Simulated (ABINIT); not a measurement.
# MgS (Niningerite): G0W0 in ABINIT against the bands in the screening

Aim: move the bands in the screening of a G0W0 run on MgS (Niningerite) over a wide range.

Program: ABINIT 10.8.3. Level of theory: LDA and many-body steps on it, plane waves. Results are calculated unless marked as measured.

## (1) The structure

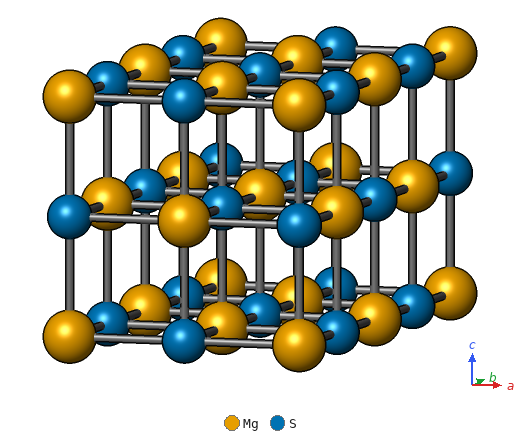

Start, viewed slightly off an axis; magnesium orange, sulfur blue. 1×2×1 cells are drawn. This picture shows the conventional cell, with its axes. Some periodic images of atoms are drawn too.

The cell and positions come from the Crystallography Open Database and are kept as given unless a step says otherwise.

## (2) Screening, 4×4×4 mesh, 16 bands, screening to 130.6 eV

This step: ABINIT 10.8.3; RPA screening on LDA, plane waves, norm-conserving pseudopotentials.

The RPA dielectric matrix is built and inverted for each q.

File run.abi:

```
acell 3*1.0 Angstrom
rprim 
  0.000000000000 2.601650000000 2.601650000000
  2.601650000000 0.000000000000 2.601650000000
  2.601650000000 2.601650000000 0.000000000000
ntypat 2
znucl 12 16
natom 2
typat 1 2
xred 
  0.000000000000 0.000000000000 0.000000000000
  0.500000000000 0.500000000000 0.500000000000
pp_dirpath "pseudos"
pseudos "Mg.upf, S.upf"
ecut 38
ngkpt 4 4 4
nshiftk 1
shiftk 0 0 0
kptopt 1
chksymbreak 0
istwfk *1
occopt 1
irdwfk 1
optdriver 3
nband 16
ecuteps 4.8
inclvkb 2
awtr 1
symchi 1
indata_prefix "in"
outdata_prefix "out"
tmpdata_prefix "tmp"
```

The run is started by

```console
OMP_NUM_THREADS=1 mpirun -n 4 abinit run.abi > log
```

The log of the run:

```text
.Version 10.8.3 of ABINIT. v10.8.2 released Aug 2026.

 Symmetries : space group Fm -3 m (#225); Bravais cF (face-center cubic)
[... echo of the input left out ...]
== DATASET  1 ==================================================================
-   mpi_nproc: 4, omp_nthreads: 1 (-1 if OMP is not activated)

--- !DatasetInfo
iteration_state: {dtset: 1, }
dimensions: {natom: 2, nkpt: 8, mband: 16, nsppol: 1, nspinor: 1, nspden: 1, mpw: 2698, }
cutoff_energies: {ecut:  38.0, pawecutdg:  -1.0, }
electrons: {nelect:   1.60000000E+01, charge:   0.00000000E+00, occopt:   1.00000000E+00, tsmear:   1.00000000E-02, }

 SCREENING: Calculation of the susceptibility and dielectric matrices

 Based on a program developped by R.W. Godby, V. Olevano, G. Onida, and L. Reining.
 Incorporated in ABINIT by V. Olevano, G.-M. Rignanese, and M. Torrent.
.Using double precision arithmetic ; gwpc =  8

[... cell and pseudopotentials left out ...]
--------------------------------------------------------------------------------

 ==== K-mesh for the wavefunctions ====
 Number of points in the irreducible wedge :     8
[... list of points left out ...]
 Together with 48 symmetry operations and time-reversal symmetry
 yields    64 points in the full Brillouin Zone.

 ==== Q-mesh for the screening function ====
 Number of points in the irreducible wedge :     8
[... list of points left out ...]
 Together with 48 symmetry operations and time-reversal symmetry
 yields    64 points in the full Brillouin Zone.

 setmesh: FFT mesh size selected  =    25x   25x   25
          total number of points  =        15625

 vcoul_init : cutoff-mode = AUXILIARY_FUNCTION
 q-points for optical limit:   1
     1)      0.000010    0.000020    0.000030

- screening: taking advantage of time-reversal symmetry
- Maximum band index for partially occupied states nbvw = 8
- Remaining bands to be divided among processors   nbcw = 8
- Number of bands treated by each node ~2

 Number of electrons calculated from density =   16.0000; Expected =   16.0000
 average of density, n =  0.067320
 r_s =    1.5249
 omega_plasma =   25.0282 [eV]

 calculating chi0 at frequencies [eV] :
  1    0.000000E+00    0.000000E+00
  2    0.000000E+00    2.502816E+01

--------------------------------------------------------------------------------
  q-point number  1        q = ( 0.000000, 0.000000, 0.000000) [r.l.u.]
--------------------------------------------------------------------------------
[... chi0 elements left out ...]
 For q-point:  0.000010 0.000020 0.000030
  dielectric constant =   6.4708
  dielectric constant without local fields =   7.5037

  Average fulfillment of the sum rule on Im[epsilon] for q-point    1 :     12.67  [%]
[... wings left out ...]
  q-point number  2        q = ( 0.250000, 0.000000, 0.000000) [r.l.u.]
--------------------------------------------------------------------------------
[... chi0 elements left out ...]
  Average fulfillment of the sum rule on Im[epsilon] for q-point    2 :     35.58  [%]

 [... 6 further q-points ...]
```

Run time: 7.1 s. Hardware: 4 MPI ranks of Arm Neoverse N1, shared host; peak memory 0.4 GiB.

Numbers from this step:

- ε∞ with local fields, on this mesh, along the program's q direction: 6.471
- the same without local fields: 7.504
- plasma frequency: 25.03 eV
- plane waves in the screening matrix: 113

Local fields lower ε∞ by 14 %. On a Γ-centred mesh this coarse the value itself is usually too large, while a short band sum pulls it down.

## (3) 16 bands

The self-energy is evaluated for the states that the input lists, and the levels follow from it, in one-shot runs by the linearised quasiparticle equation.

This step: G0W0 on LDA, plane waves, norm-conserving pseudopotentials.

Edit run.abi of step 2 so:

```diff
@@ -23,8 +23,17 @@
 irdwfk 1
-optdriver 3
-nband 16
+optdriver 4
+nband 34
+gwcalctyp 0
+ecutsigx 38
+symsigma 1
+nkptgw 2
+kptgw 
+  0.0000000000 0.0000000000 0.0000000000
+  0.5000000000 0.5000000000 0.0000000000
+bdgw 
+  6 12
+  7 10
 ecuteps 4.8
-inclvkb 2
-awtr 1
-symchi 1
+irdscr 1
+ppmodel 1
 indata_prefix "in"
```

The log of the run:

```text
.Version 10.8.3 of ABINIT. v10.8.2 released Aug 2026.

 Symmetries : space group Fm -3 m (#225); Bravais cF (face-center cubic)
[... echo of the input left out ...]
== DATASET  1 ==================================================================
-   mpi_nproc: 4, omp_nthreads: 1 (-1 if OMP is not activated)

--- !DatasetInfo
iteration_state: {dtset: 1, }
dimensions: {natom: 2, nkpt: 8, mband: 34, nsppol: 1, nspinor: 1, nspden: 1, mpw: 2698, }
cutoff_energies: {ecut:  38.0, pawecutdg:  -1.0, }
electrons: {nelect:   1.60000000E+01, charge:   0.00000000E+00, occopt:   1.00000000E+00, tsmear:   1.00000000E-02, }

 SIGMA: Calculation of the GW corrections

 Based on a program developped by R.W. Godby, V. Olevano, G. Onida, and L. Reining.
 Incorporated in ABINIT by V. Olevano, G.-M. Rignanese, and M. Torrent.
.Using double precision arithmetic ; gwpc =  8

[... cell and pseudopotentials left out ...]
--------------------------------------------------------------------------------

 ==== K-mesh for the wavefunctions ====
 Number of points in the irreducible wedge :     8
[... list of points left out ...]
 Together with 48 symmetry operations and time-reversal symmetry
 yields    64 points in the full Brillouin Zone.

 ==== Q-mesh for screening function ====
 Number of points in the irreducible wedge :     8
[... list of points left out ...]
 Together with 48 symmetry operations and time-reversal symmetry
 yields    64 points in the full Brillouin Zone.

 vcoul_init : cutoff-mode = AUXILIARY_FUNCTION
 q-points for optical limit:   1
     1)      0.000010    0.000020    0.000030
 setmesh: FFT mesh size selected  =    40x   40x   40
          total number of points  =        64000

 Number of electrons calculated from density =   16.0000; Expected =   16.0000
 average of density, n =  0.067320
 r_s =    1.5249
 omega_plasma =   25.0282 [eV]

 === KS Band Gaps ===
  >>>> For spin  1
   Minimum direct gap =   3.4763 [eV], located at k-point      :   0.0000  0.0000  0.0000
   Fundamental gap    =   2.5588 [eV], Top of valence bands at :   0.0000  0.0000  0.0000
                                       Bottom of conduction at :   0.5000  0.5000  0.0000
 SIGMA fundamental parameters:
 PLASMON POLE MODEL  1
 number of plane-waves for SigmaX                 2685
 number of plane-waves for SigmaC and W            113
 number of plane-waves for wavefunctions          2685
 number of bands                                    34
 number of independent spin polarizations            1
 number of spinorial components                      1
 number of k-points in IBZ                           8
 number of q-points in IBZ                           8
 number of symmetry operations                      48
 number of k-points in BZ                           64
 number of q-points in BZ                           64
 number of frequencies for dSigma/dE                 9
 frequency step for dSigma/dE [eV]                0.25
 number of omega for Sigma on real axis              0
 max omega for Sigma on real axis  [eV]           0.00
 zcut for avoiding poles [eV]                     0.10

 EPSILON^-1 parameters (SCR file):
 dimension of the eps^-1 matrix on file            113
 dimension of the eps^-1 matrix used               113
 number of plane-waves for wavefunctions          2685
 number of bands                                    16
 number of q-points in IBZ                           8
 number of frequencies                               2
 number of real frequencies                          1
 number of imag frequencies                          1

 matrix elements of self-energy operator (all in [eV])

 Perturbative Calculation

--- !SelfEnergy_ee
iteration_state: {dtset: 1, }
kpoint     : [   0.000,    0.000,    0.000, ]
spin       : 1
KS_gap     :    3.476
QP_gap     :    5.169
Delta_QP_KS:    1.693
data: !SigmaeeData |
     Band     E0 <VxcDFT>   SigX SigC(E0)      Z dSigC/dE  Sig(E)    E-E0       E
        6   4.124 -13.284 -16.382   2.501   0.783  -0.277 -13.752  -0.467   3.657
        7   4.124 -13.284 -16.382   2.501   0.783  -0.277 -13.752  -0.467   3.657
        8   4.124 -13.284 -16.382   2.501   0.783  -0.277 -13.752  -0.467   3.657
        9   7.600 -11.356  -6.443  -3.403   0.812  -0.232 -10.131   1.225   8.826
       10  11.957  -9.766  -4.442  -3.645   0.815  -0.227  -8.397   1.369  13.326
       11  11.957  -9.766  -4.442  -3.645   0.815  -0.227  -8.397   1.369  13.326
       12  11.957  -9.766  -4.442  -3.645   0.815  -0.227  -8.397   1.369  13.326

--- !SelfEnergy_ee
iteration_state: {dtset: 1, }
kpoint     : [   0.500,    0.500,    0.000, ]
spin       : 1
KS_gap     :    4.261
QP_gap     :    6.202
Delta_QP_KS:    1.941
data: !SigmaeeData |
     Band     E0 <VxcDFT>   SigX SigC(E0)      Z dSigC/dE  Sig(E)    E-E0       E
        7   2.422 -12.459 -16.032   2.855   0.776  -0.289 -13.016  -0.557   1.865
        8   2.422 -12.459 -16.032   2.855   0.776  -0.289 -13.016  -0.557   1.865
        9   6.683 -10.852  -6.192  -2.972   0.820  -0.220  -9.468   1.384   8.067
       10   8.392  -8.957  -4.414  -3.180   0.825  -0.212  -7.833   1.124   9.516

== END DATASET(S) ==============================================================
================================================================================

 -outvars: echo values of variables after computation  --------
           etotal      0.0000000000E+00
            nband          34
             nkpt           8
          spgroup         225
 [... the other variables as echoed above ...]

 Calculation completed.
```

Elapsed: 7.5 s, on 4 MPI ranks; peak memory 0.42 GiB.

This step gave:

```yaml
g0w0_gap_on_the_points_computed: 4.41 eV
starting_gap_on_the_mesh: 2.559 eV
k_of_the_valence_top: 0, 0, 0
k_of_the_conduction_bottom: 0.5, 0.5, 0
z_at_the_valence_top: 0.783
z_at_the_conduction_bottom: 0.82
least_direct_g0w0_gap_on_the_computed_points: 5.169 eV
```

The gap on the mesh goes from 2.56 eV to 4.41 eV, a correction of +1.85 eV.

## (4) Screening, 4×4×4 mesh, 34 bands, screening to 130.6 eV

This step: RPA screening on LDA, plane waves, norm-conserving pseudopotentials.

Edit run.abi of step 3 so:

```diff
@@ -23,17 +23,8 @@
 irdwfk 1
-optdriver 4
+optdriver 3
 nband 34
-gwcalctyp 0
-ecutsigx 38
-symsigma 1
-nkptgw 2
-kptgw 
-  0.0000000000 0.0000000000 0.0000000000
-  0.5000000000 0.5000000000 0.0000000000
-bdgw 
-  6 12
-  7 10
 ecuteps 4.8
-irdscr 1
-ppmodel 1
+inclvkb 2
+awtr 1
+symchi 1
 indata_prefix "in"
```

The log of the run:

```text
.Version 10.8.3 of ABINIT. v10.8.2 released Aug 2026.

 Symmetries : space group Fm -3 m (#225); Bravais cF (face-center cubic)
[... echo of the input left out ...]
== DATASET  1 ==================================================================
-   mpi_nproc: 4, omp_nthreads: 1 (-1 if OMP is not activated)

--- !DatasetInfo
iteration_state: {dtset: 1, }
dimensions: {natom: 2, nkpt: 8, mband: 34, nsppol: 1, nspinor: 1, nspden: 1, mpw: 2698, }
cutoff_energies: {ecut:  38.0, pawecutdg:  -1.0, }
electrons: {nelect:   1.60000000E+01, charge:   0.00000000E+00, occopt:   1.00000000E+00, tsmear:   1.00000000E-02, }

 SCREENING: Calculation of the susceptibility and dielectric matrices

 Based on a program developped by R.W. Godby, V. Olevano, G. Onida, and L. Reining.
 Incorporated in ABINIT by V. Olevano, G.-M. Rignanese, and M. Torrent.
.Using double precision arithmetic ; gwpc =  8

[... cell and pseudopotentials left out ...]
--------------------------------------------------------------------------------

 ==== K-mesh for the wavefunctions ====
 Number of points in the irreducible wedge :     8
[... list of points left out ...]
 Together with 48 symmetry operations and time-reversal symmetry
 yields    64 points in the full Brillouin Zone.

 ==== Q-mesh for the screening function ====
 Number of points in the irreducible wedge :     8
[... list of points left out ...]
 Together with 48 symmetry operations and time-reversal symmetry
 yields    64 points in the full Brillouin Zone.

 setmesh: FFT mesh size selected  =    25x   25x   25
          total number of points  =        15625

 vcoul_init : cutoff-mode = AUXILIARY_FUNCTION
 q-points for optical limit:   1
     1)      0.000010    0.000020    0.000030

- screening: taking advantage of time-reversal symmetry
- Maximum band index for partially occupied states nbvw = 8
- Remaining bands to be divided among processors   nbcw = 26
- Number of bands treated by each node ~6

 Number of electrons calculated from density =   16.0000; Expected =   16.0000
 average of density, n =  0.067320
 r_s =    1.5249
 omega_plasma =   25.0282 [eV]

 calculating chi0 at frequencies [eV] :
  1    0.000000E+00    0.000000E+00
  2    0.000000E+00    2.502816E+01

--------------------------------------------------------------------------------
  q-point number  1        q = ( 0.000000, 0.000000, 0.000000) [r.l.u.]
--------------------------------------------------------------------------------
[... chi0 elements left out ...]
 For q-point:  0.000010 0.000020 0.000030
  dielectric constant =   6.5413
  dielectric constant without local fields =   7.5410

  Average fulfillment of the sum rule on Im[epsilon] for q-point    1 :     37.09  [%]
[... wings left out ...]
  q-point number  2        q = ( 0.250000, 0.000000, 0.000000) [r.l.u.]
--------------------------------------------------------------------------------
[... chi0 elements left out ...]
  Average fulfillment of the sum rule on Im[epsilon] for q-point    2 :     50.50  [%]

 [... 6 further q-points ...]
```

Elapsed: 14 s, on 4 MPI ranks; peak memory 0.44 GiB.

Numbers from this step:

| Property | Result |
| --- | --- |
| ε∞ with local fields, on this mesh, along the program's q direction | 6.541 |
| the same without local fields | 7.541 |
| plasma frequency | 25.03 eV |
| plane waves in the screening matrix | 113 |

(Part 1 of 2 ends here.)

[Paths, hosts, dates, memory and timing lines, banners, echoed tables and standing remarks are left out of the program output.]

[Logs are printed without paths, hosts, clocks, repeated set-up lines and the standing remarks that a program may print on its own settings, such as how far it seeks lower states.]

[Runs of the session that timed out or met a known fault of the program may be left out.]

[Hosts, paths, dates, database ids (printed as entryN), source tags and the programs' standing remarks are cut or masked in the printed files.]

[G0W0 gaps are taken among the corrected bands and points alone; a level outside them can change the order at an edge.]

[Where Ansatz stands beside ABINIT at settings called matched, ABINIT's density can come from a denser mesh and the files from another edition; pairs whose starting gaps differed by over 0.03 eV were left out, so agreement reads better than it is.]
